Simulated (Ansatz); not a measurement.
A ladder of methods for SiH3F (SMILES F[SiH3])

SiH3F has 5 atoms, charge 0, and is taken as a singlet. SMILES: `F[SiH3]`. The shape was relaxed beforehand at PBE0/def2-SVP.

```xyz
5

F    -1.2947    0.1656    0.8716
Si    0.0435   -0.0194   -0.0309
H    -0.3641   -0.1939   -1.4524
H     0.7765   -1.2230    0.4498
H     0.8888    1.1971    0.1204
```

Quantity: the dissociation energy of the Si2–F1 bond into doublet SiH3 and doublet F (shapes relaxed at PBE0/def2-SVP, no zero-point term), in eV. The values are calculated.

```csv
level,kind,program,value (eV),less CCSD(T)/def2-TZVPP,CPU time (all runs)
HF/def2-TZVPP,Hartree–Fock,Ansatz,4.95,-1.52,0.73 s
SVWN5/def2-TZVPP,LDA,Ansatz,7.41,+0.94,1.1 s
BLYP/def2-TZVPP,GGA,Ansatz,6.49,+0.02,1.9 s
r2SCAN/def2-TZVPP,meta-GGA,Ansatz,6.42,-0.05,4.3 s
B3LYP/def2-TZVPP,global hybrid,Ansatz,6.45,-0.02,2.1 s
PBE0-D4/def2-TZVPP,global hybrid,Ansatz,6.35,-0.12,2 s
CAM-B3LYP/def2-TZVPP,range-separated hybrid,Ansatz,6.58,+0.11,2.5 s
B2PLYP/def2-TZVPP,double hybrid,Ansatz,6.54,+0.07,3.4 s
CCSD(T)/def2-TZVPP,coupled cluster or CI,Ansatz,6.47,0.00,6.6 s
```

Differences are taken from CCSD(T)/def2-TZVPP for orientation; it has basis-set and higher-order errors of its own. The values span 4.95 to 7.41 eV. Hartree–Fock misses the correlation of the electron pair that is broken and comes out low. Measured bond enthalpies also hold zero-point and thermal terms, a few tenths of an eV less. CPU times are rough (shared hosts, several kinds of processor): they show what a rung costs within a factor of a few.

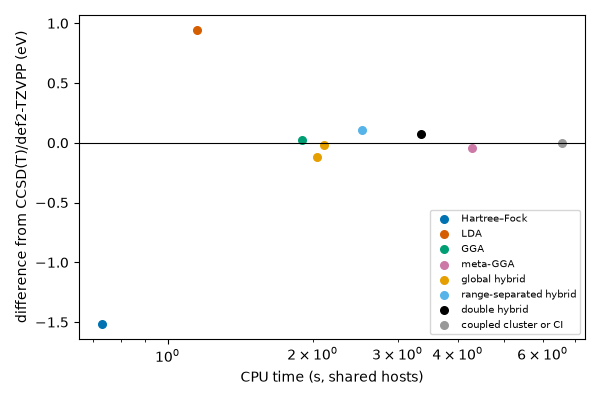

Difference from CCSD(T)/def2-TZVPP against processor time, one point a level.
